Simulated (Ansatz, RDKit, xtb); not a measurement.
# Isomers of C5H5FN2Si, a sample narrowed down, part 2 of 2

A sample of isomers of C5H5FN2Si is drawn. Aim: find which of them has the lowest free energy at 298.15 K, then its properties. The sample is small against all isomers, and the most stable one of this formula need not be in it.

xtb, Ansatz and PySCF; isolated molecules. Earlier steps stand in the parts before.

## 10. c060a at MP2/def2-TZVPP

The input, input.yaml:

```yaml
crystal:
  periodic: [false, false, false]
  atoms:
    - symbol: C
      position_ang: [0.431242, -1.320939, -2.104756]
    - symbol: C
      position_ang: [0.003700, -0.181888, -2.011838]
    - symbol: C
      position_ang: [-0.493106, 1.130547, -1.867610]
    - symbol: C
      position_ang: [-0.761491, 2.148789, -2.775295]
    - symbol: C
      position_ang: [-1.269441, 2.934047, -0.854026]
    - symbol: F
      position_ang: [-1.222206, 1.904302, 2.002246]
    - symbol: "N"
      position_ang: [-1.238777, 3.250766, -2.129568]
    - symbol: N
      position_ang: [-0.828167, 1.652604, -0.613914]
    - symbol: Si
      position_ang: [-0.694893, 0.802089, 0.937461]
    - symbol: H
      position_ang: [0.808766, -2.322038, -2.203652]
    - symbol: H
      position_ang: [-0.625296, 2.115768, -3.856158]
    - symbol: H
      position_ang: [-1.600091, 3.582475, -0.041155]
    - symbol: H
      position_ang: [-1.592486, -0.374494, 0.961045]
    - symbol: H
      position_ang: [0.718860, 0.473978, 1.227729]
basis:
  gaussian:
    orbitals: def2-TZVPP
correlation:
  method: mp2
  frozen_orbitals: {Si: 5, H: 0, "N": 1, C: 1, F: 1}
```

Run with:

```console
$ ansatz run input.yaml --threads 4 --pin off --max-ram 7830MiB --events-out events.jsonl --progress --plain --runs-dir runs
```

The program printed:

```text
Warning: RAYON_NUM_THREADS=4 ignored (pool sized by the plan → 4); use --threads N
Functional definition: HF
  name "HF"
  exchange = exact_x
  correlation = 0
2206 factors; integrals over basis functions are off by at most 9.6e-4 eV
mean field evaluation 1: about -18761.6901 eV, gradient 4.6e1 eV
mean field evaluation 2: about -18762.2828 eV, gradient 4.7e1 eV
mean field evaluation 4: about -18767.7217 eV, gradient 6.4e0 eV
mean field evaluation 8: about -18767.8482 eV, gradient 5.9e-1 eV
mean field evaluation 16: about -18767.8497 eV, gradient 1.7e-6 eV
mean field -18767.84974088 eV, -689.7057566719 hartree, gradient 1.7e-6 eV, S^2 0.000000; 0 other end points of the search recorded, 0 dependent functions left out; unrestricted orbitals would lower it
13 core orbitals not correlated: weight in the atoms' cores, before any rotation towards them, 1.000 or more for the frozen orbitals, at most 0.000 for the correlated occupied ones
reference -18767.84974088 eV, -689.7057566719 hartree; 23, 23 occupied and 324, 324 virtual orbitals, 2206 factors
second order -41.75138957 eV of doubles, -0.00000000 eV of singles
Total energy: -18809.60113045 eV, -691.2400919385 hartree
```

Wall time 14 s (4 threads of Arm Neoverse V1, shared host); peak memory 1.4 GiB.

## 11. c283b at CCSD(T)/def2-SVP

The input, input.yaml:

```yaml
crystal:
  periodic: [false, false, false]
  atoms:
    - {symbol: C, position_ang: [0.129104, -0.560543, 2.039868]}
    - {symbol: C, position_ang: [0.102787, 0.215668, 1.101779]}
    - {symbol: C, position_ang: [0.054419, 1.077978, -0.022204]}
    - {symbol: C, position_ang: [0.253678, 2.729665, -1.367828]}
    - {symbol: C, position_ang: [-0.356833, 1.729742, -2.093845]}
    - {symbol: F, position_ang: [-0.040820, -2.019569, -1.798517]}
    - {symbol: N, position_ang: [0.504283, 2.317893, -0.089754]}
    - {symbol: N, position_ang: [-0.495723, 0.652489, -1.233264]}
    - {symbol: Si, position_ang: [-1.213280, -0.923370, -1.597695]}
    - {symbol: H, position_ang: [0.164545, -1.234826, 2.875810]}
    - {symbol: H, position_ang: [0.523838, 3.729808, -1.707375]}
    - {symbol: H, position_ang: [-0.701876, 1.686554, -3.125657]}
    - {symbol: H, position_ang: [-2.065569, -1.344834, -0.467989]}
    - {symbol: H, position_ang: [-1.927431, -0.743696, -2.882535]}
basis:
  gaussian: {orbitals: def2-SVP}
correlation: {method: ccsd_t, frozen_orbitals: {Si: 5, H: 0, "N": 1, C: 1, F: 1}}
```

Run with:

```console
$ ansatz run input.yaml --threads 4 --pin off --max-ram 7830MiB --events-out events.jsonl --progress --plain --runs-dir runs
```

The program printed, shortened:

```text
Warning: RAYON_NUM_THREADS=4 ignored (pool sized by the plan → 4); use --threads N
[... 2 set-up lines as earlier in the session ...]
[...]
1570 factors; integrals over basis functions are off by at most 1.3e-3 eV
[...]
mean field -18752.10395759 eV, -689.1271098087 hartree, gradient 1.5e-6 eV, S^2 0.000000; 0 other end points of the search recorded, 0 dependent functions left out; unrestricted orbitals would lower it
[...]
13 core orbitals not correlated: weight in the atoms' cores, before any rotation towards them, 1.000 or more for the frozen orbitals, at most 0.000 for the correlated occupied ones
reference -18752.10395759 eV, -689.1271098087 hartree; 23, 23 occupied and 119, 119 virtual orbitals, 1570 factors
second order -33.77214426 eV of doubles, -0.00000000 eV of singles
cycle   1  -33.53642011 eV  change    2.4e-1 eV  update   1.5e-1
[...]
cycle   9  -34.78138287 eV  change   -2.4e-5 eV  update   5.6e-5
perturbative correction -1.38383511 eV, -0.0508550024 hartree
Total energy: -18788.26917557 eV, -690.4561570558 hartree
```

Wall time 53 s (4 threads of Arm Neoverse V1, shared host); peak memory 1.6 GiB.

For c060a, c283b, c820a the log finds that unrestricted Hartree-Fock orbitals lie lower, a sign to watch the closed-shell reference there.

## 12. Putting it together

Energies in kcal/mol from c060a; G adds the thermal terms to the CCSD(T)/def2-SVP + MP2/def2-TZVPP - MP2/def2-SVP energy. The columns left of the relaxed level are at the tight-binding geometries.

| label | SMILES | spin | GFN2-xTB | HF/STO-3G | r2SCAN-D4/def2-SVP | r2SCAN-D4/def2-SVP, relaxed | HF/def2-SVP | MP2/def2-SVP | CCSD(T)/def2-SVP + MP2/def2-TZVPP - MP2/def2-SVP | G | share at equilibrium | T1 |
| --- | --- | --- | --- | --- | --- | --- | --- | --- | --- | --- | --- | --- |
| c060a | C#Cc1cncn1[SiH2]F | singlet | 0.0 | 0.0 | 0.0 | 0.0 | 0.0 | 0.0 | 0.0 | 0.0 | 75.7 % | 0.014 |
| c283b | C#Cc1nccn1[SiH2]F | singlet | 2.1 | 0.1 | 1.6 | 1.5 | 2.4 | 0.6 | 0.7 | 0.7 | 24.3 % | 0.013 |
| c820a | N#Cc1ccc(F)n1[SiH3] | singlet | 24.3 | -28.5 | 14.4 | 14.8 | 17.0 | 16.0 | 22.9 | 21.8 | < 0.1 % | 0.013 |

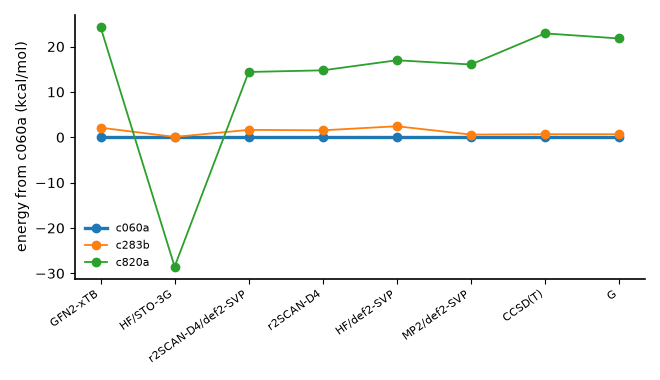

The finalists at each level, measured from c060a.

Lowest found: c060a, `C#Cc1cncn1[SiH2]F`, a singlet. Bond lengths: C1–C2 1.220 Å, C2–C3 1.411 Å, C3–C4 1.390 Å, C4–N7 1.363 Å, C5–N7 1.315 Å, C3–N8 1.399 Å, C5–N8 1.376 Å, F6–Si9 1.621 Å, N8–Si9 1.774 Å, C1–H10 1.074 Å, C4–H11 1.090 Å, C5–H12 1.091 Å, Si9–H13 1.480 Å, Si9–H14 1.480 Å. Some angles: C1–C2–C3 178.5°, C2–C3–C4 133.1°, C2–C3–N8 121.5°, C4–C3–N8 105.4°, C3–C4–N7 110.5°, C4–N7–C5 105.8°, N7–C5–N8 112.7°, C3–N8–C5 105.5°, C3–N8–Si9 125.9°, C5–N8–Si9 128.5°.

```xyz
14

C     0.4312   -1.3209   -2.1048
C     0.0037   -0.1819   -2.0118
C    -0.4931    1.1305   -1.8676
C    -0.7615    2.1488   -2.7753
C    -1.2694    2.9340   -0.8540
F    -1.2222    1.9043    2.0022
N    -1.2388    3.2508   -2.1296
N    -0.8282    1.6526   -0.6139
Si   -0.6949    0.8021    0.9375
H     0.8088   -2.3220   -2.2037
H    -0.6253    2.1158   -3.8562
H    -1.6001    3.5825   -0.0412
H    -1.5925   -0.3745    0.9610
H     0.7189    0.4740    1.2277
```

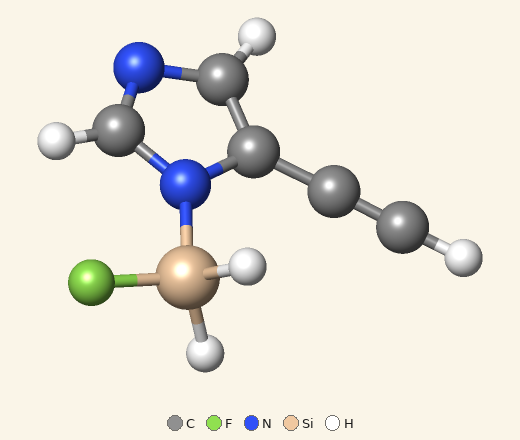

The lowest structure found, seen from a chosen angle (carbon grey, fluorine green, nitrogen blue, silicon light orange, hydrogen white).

## 13. Summary of results

What follows sums up all 2 parts.

```
                                 quantity                                                                    value
                   lowest structure found                                               C#Cc1cncn1[SiH2]F, singlet
                            next finalist                     C#Cc1nccn1[SiH2]F, singlet, 0.7 kcal/mol higher in G
share at equilibrium, among the finalists                                                                   75.7 %
                                   funnel  12 starts, 11 minima at GFN2-xTB, 6 screening runs, 3 relaxed, 3 ranked
                     CPU time of all runs                                                                   20 min
```

`C#Cc1cncn1[SiH2]F` comes out lowest. Its margin of 0.7 kcal/mol is inside the likely error of CCSD(T)/def2-SVP + MP2/def2-TZVPP - MP2/def2-SVP with harmonic terms (about 1.5 kcal/mol), so the order of the first two is not settled. GFN2-xTB, r2SCAN-D4/def2-SVP, r2SCAN-D4/def2-SVP, relaxed, HF/def2-SVP and MP2/def2-SVP already put its bonding pattern lowest among the structures in one piece; HF/STO-3G favours the singlet N#Cc1ccc(F)n1[SiH3]. The largest share of the time went into the final energies (66 %). Lowest found is not proven lowest: the search is finite, and each finalist counts with one conformer. Only 6 drawn patterns were tried, so whole families of isomers are missing, and the result ranks this sample alone.
